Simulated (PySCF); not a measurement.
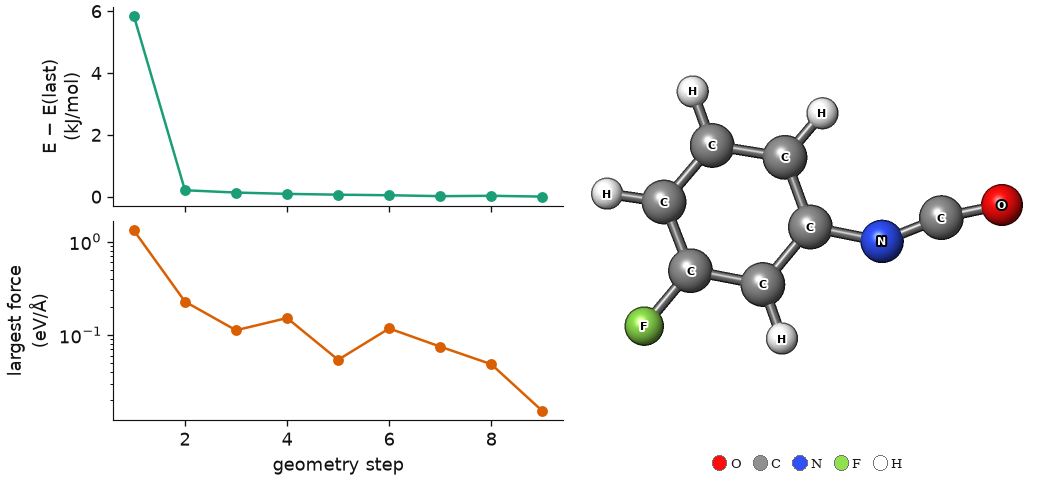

Beside the plot: the molecule at the start.

History of a geometry optimisation.

C$_{7}$H$_{4}$FNO (SMILES O=C=Nc1cccc(F)c1); PBE0-D3(BJ)/def2-SVP, geometry optimisation (PySCF).

### How did the optimisation end?

The optimisation met its thresholds at geometry 9, counting the start as the first. The energy fell by about 5.8 kJ/mol from the first step to the last. The largest force goes from about 1.3 eV/Å at the start to 0.015 eV/Å at the end.

### By which step was nine tenths of the energy gained?

By step 2 of 9.
